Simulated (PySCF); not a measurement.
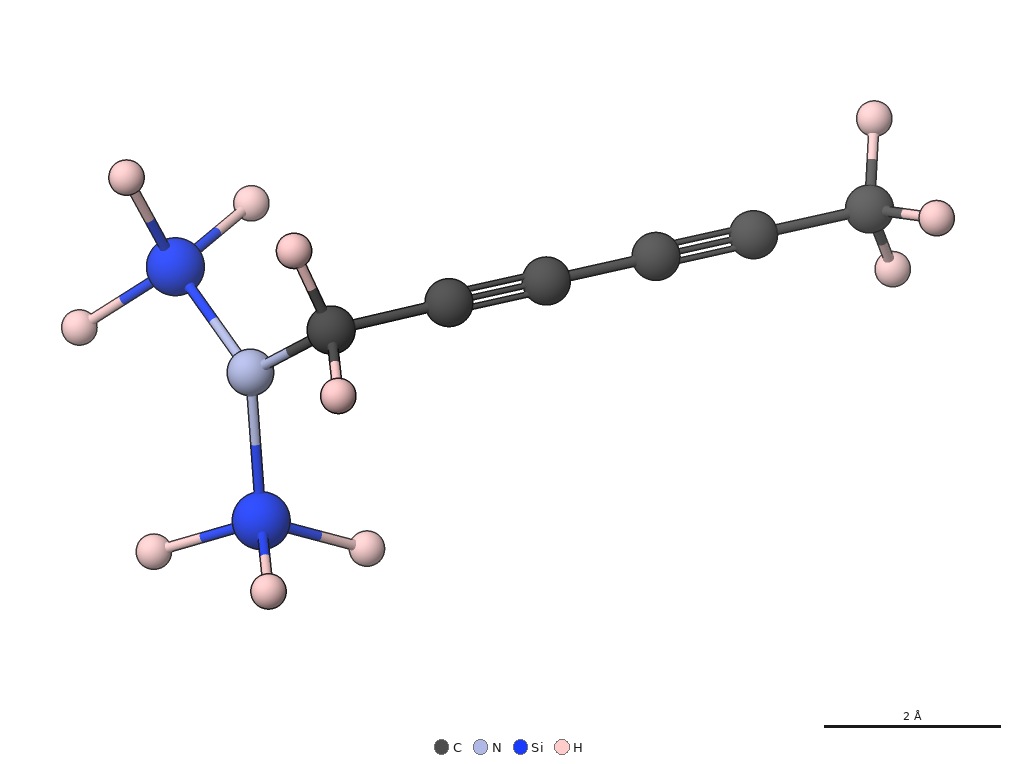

A ball-and-stick model of a molecule. Multiple sticks mark multiple bonds (one Kekulé form).

The geometry was computed by an optimisation with PBE0-D3(BJ)/def2-SVP. No frequency run is at hand to confirm it as a minimum.

Which formula does it have?

C₆H₁₁NSi₂, 20 atoms: 6 carbon, 11 hydrogen, 1 nitrogen and 2 silicon.

Name some functional groups or characteristic bonds that it holds.

Among them: alkyne, Si–H bond, Si–N bond.

How many bonds of each kind are drawn?

6 Si–H, 5 C–C, 5 C–H, 2 N–Si, 1 C–N.

Does it have rings?

It has no ring.
